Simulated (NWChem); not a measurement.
# triplet AlCl2F: levels of theory compared

We compute a comparison of 3 runs (UM06-2X/def2-SVPD, UB3LYP/6-31G*) of triplet AlCl2F. 

The calculation is run with NWChem 7.3.0.

42 further runs of the same task are left out: 42 set aside as unsound or not needed. Runs told in other sessions of the task aren't counted.

## 1. The structure to begin with

The species is AlCl2F (4 atoms), meant as a triplet with charge 0. SMILES of the parent species: `[F][Al]([Cl])[Cl]`. The coordinates come from a PBE0-D4/def2-TZVP relaxation. That shape belongs to the parent species and isn't relaxed for this state.

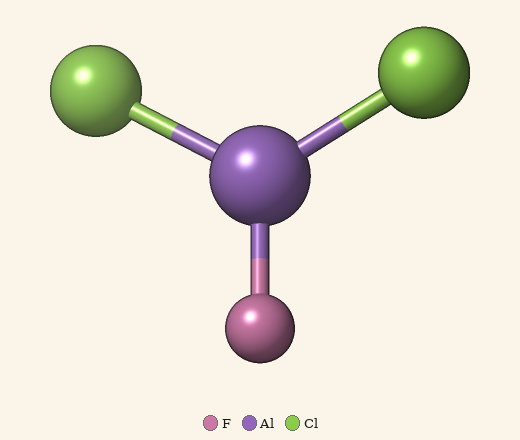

Viewed from a chosen angle; fluorine pink, aluminium purple, chlorine green.

## 2. A single-point energy at UM06-2X/def2-SVPD (run 1)

Input file nw.nw:

```
start nw
memory 2200 mb

geometry units bohr noautosym nocenter noautoz
F   0.16519986  0.73362948  3.17918075
Al  0.00907069  0.04068580  0.17687837
Cl  2.31121064 -2.76597323 -1.25373880
Cl -2.48550008  1.99163905 -2.10233921
end

basis spherical bse
F library def2-SVPD
Al library def2-SVPD
Cl library def2-SVPD
end

dft
xc m06-2x
mult 3
grid fine
convergence energy 1e-08
maxiter 100
mulliken
print low
end

task dft energy
```

Started as:

```bash
$ nwchem nw.nw > nw.out
```

Log:

```text
[...]
 d= 0,ls=0.0,diis     1  -1262.0555783471 -1.51D+03  1.86D-02  1.65D-01     2.6
[...]
 d= 0,ls=0.0,diis    15  -1262.1407000051 -8.32D-09  9.69D-07  6.69D-10    40.1
[...]
         Total DFT energy =    -1262.140700005105
      One electron energy =    -2232.317718564331
           Coulomb energy =      811.453771982927
    Exchange-Corr. energy =      -85.572115239283
 Nuclear repulsion energy =      244.295361815582
[...]
      Total Density - Mulliken Population Analysis
     ---------------------------------------------
    Atom       Charge   Shell Charges
 -----------   ------   -------------------------------------------------------
    1 F    9     9.58   1.99  1.12  0.81 -0.02  3.33  2.08  0.23  0.00  0.02
    2 Al  13    12.21   2.00  1.98  0.77  0.42  0.18  5.92  0.63 -0.04  0.38 -0.03
    3 Cl  17    17.11   2.00  1.99  1.30  0.64 -0.03  5.94  2.11  2.95  0.17  0.01  0.03
    4 Cl  17    17.11   2.00  1.99  1.30  0.64 -0.03  5.94  2.11  2.95  0.17  0.01  0.03
[...]
      <S2> =      2.0091 (Exact =     2.0000)
[...]
```

Run time: 41 s. Hardware: 1 thread of INTEL XEON PLATINUM 8581C at 2.30GHz (Emerald Rapids), shared host; peak memory 0.12 GiB.

## 3. A single-point energy at UB3LYP/6-31G(d) (spherical functions) (run 2)

Input file m1.nw:

```
start m1
memory total 2200 mb

geometry units atomic noautosym nocenter noautoz
   F    0.16519986   0.73362948   3.17918075
   Al   0.00907069   0.04068580   0.17687837
   Cl   2.31121064  -2.76597323  -1.25373880
   Cl  -2.48550008   1.99163905  -2.10233921
end

basis spherical bse
   F library 6-31G*
   Al library 6-31G*
   Cl library 6-31G*
end

dft
   xc b3lyp
   mult 3
   grid xfine
   convergence energy 1e-08
   iterations 100
   mulliken
   print medium
end

task dft energy
```

Started as:

```bash
$ nwchem m1.nw > m1.out
```

Log:

```text
[...]
          Wavefunction type:  spin polarized.
          No. of atoms     :     4
          No. of electrons :    56
[...]
          Charge           :     0
          Spin multiplicity:     3
[...]
          AO basis - number of functions:    68
[...]
              XC Information
              --------------
                         B3LYP Method XC Potential
                     Hartree-Fock (Exact) Exchange  0.200
                        Slater Exchange Functional  0.800 local
                    Becke 1988 Exchange Functional  0.720 non-local
              Lee-Yang-Parr Correlation Functional  0.810
                  VWN I RPA Correlation Functional  0.190 local
[...]
 d= 0,ls=0.0,diis     1  -1262.5479422685 -1.51D+03  1.63D-02  1.77D-01     3.1
[...]
 d= 0,ls=0.5,diis    57  -1262.6332626080 -7.32D-09  1.43D-07  1.89D-08   101.8
[...]
         Total DFT energy =    -1262.633262613257
      One electron energy =    -2233.728555697071
           Coulomb energy =      812.576824778021
    Exchange-Corr. energy =      -85.776893509788
 Nuclear repulsion energy =      244.295361815582
[...]
      Total Density - Mulliken Population Analysis
     ---------------------------------------------
    Atom       Charge   Shell Charges
 -----------   ------   -------------------------------------------------------
    1 F    9     9.39   2.00  0.93  3.30  1.03  2.12  0.01
    2 Al  13    12.87   2.00  2.00  5.96  0.84  0.92  0.68  0.13  0.35
    3 Cl  17    16.87   2.00  2.00  5.97  1.45  3.56  0.44  1.44  0.01
    4 Cl  17    16.87   2.00  2.00  5.97  1.45  3.56  0.44  1.44  0.01
[...]
      <S2> =      2.0045 (Exact =     2.0000)
[...]
```

Wall time 1.7 min (1 thread of INTEL XEON PLATINUM 8581C at 2.30GHz (Emerald Rapids), shared host); peak memory 0.12 GiB.

## 4. The energy at UB3LYP/6-31G(d) (Cartesian functions) (run 3)

Input file nw.xyz:

```xyz
4

F      0.087420     0.388220     1.682350
Al     0.004800     0.021530     0.093600
Cl     1.223040    -1.463690    -0.663450
Cl    -1.315270     1.053930    -1.112510
```

Input file nw.nw:

```
start nw
memory stack 880 mb heap 220 mb global 1100 mb
charge 0

geometry noautosym nocenter noautoz
  load format xyz nw.xyz
end

basis
  * library 6-31G*
end

dft
  xc b3lyp
  mult 3
  grid xfine
  convergence energy 1e-08
  iterations 100
  mulliken
end

task dft energy
```

Started as:

```bash
$ nwchem nw.nw > nw.out
```

Log:

```text
[...]
          Wavefunction type:  spin polarized.
          No. of atoms     :     4
          No. of electrons :    56
[...]
          Charge           :     0
          Spin multiplicity:     3
[...]
          AO basis - number of functions:    72
[...]
              XC Information
              --------------
                         B3LYP Method XC Potential
                     Hartree-Fock (Exact) Exchange  0.200
                        Slater Exchange Functional  0.800 local
                    Becke 1988 Exchange Functional  0.720 non-local
              Lee-Yang-Parr Correlation Functional  0.810
                  VWN I RPA Correlation Functional  0.190 local
[...]
 d= 0,ls=0.0,diis     1  -1262.5544279956 -1.51D+03  1.76D-02  2.29D-01     2.2
[...]
 d= 0,ls=0.5,diis    57  -1262.6429540179 -9.29D-09  9.25D-08  2.82D-08   107.2
[...]
         Total DFT energy =    -1262.642954025026
      One electron energy =    -2233.564721341927
           Coulomb energy =      812.351048468395
    Exchange-Corr. energy =      -85.724660597445
 Nuclear repulsion energy =      244.295379445950
[...]
      Total Density - Mulliken Population Analysis
     ---------------------------------------------
    Atom       Charge   Shell Charges
 -----------   ------   -------------------------------------------------------
    1 F    9     9.37   1.99  0.95  3.30  0.94  2.12  0.06
    2 Al  13    12.89   2.00  1.99  5.96  0.94  0.93  0.68  0.13  0.27
    3 Cl  17    16.87   2.00  1.99  5.97  1.50  3.56  0.44  1.44 -0.04
    4 Cl  17    16.87   2.00  1.99  5.97  1.50  3.56  0.44  1.44 -0.04
[...]
      <S2> =      2.0046 (Exact =     2.0000)
[...]
```

It took 1.8 min on 1 thread of INTEL XEON PLATINUM 8581C at 2.30GHz (Emerald Rapids), shared host; peak memory 0.12 GiB.

## 5. All runs side by side

| run | level | integration grid | Cartesian functions | energy (Eh) | ⟨S²⟩ | wall time |
| --- | --- | --- | --- | --- | --- | --- |
| 1 | UM06-2X/def2-SVPD | fine | no | -1262.140700 | 2.009 | 41 s |
| 2 | UB3LYP/6-31G* (spherical functions) | xfine | no | -1262.633263 | 2.005 | 1.7 min |
| 3 | UB3LYP/6-31G* (Cartesian functions) | xfine | yes | -1262.642954 | 2.005 | 1.8 min |

## 6. Summary of results

```
                                 quantity           value
                      run 3: total energy  -1262.64295 Eh
                     run 3: dipole moment          1.79 D
run 3: HOMO energy (highest over α and β)        -3.17 eV
                              run 3: ⟨S²⟩           2.005
```

What this shows: Totals of different functionals can't be ranked against each other. All runs together took 4.2 min, the longest 1.8 min.
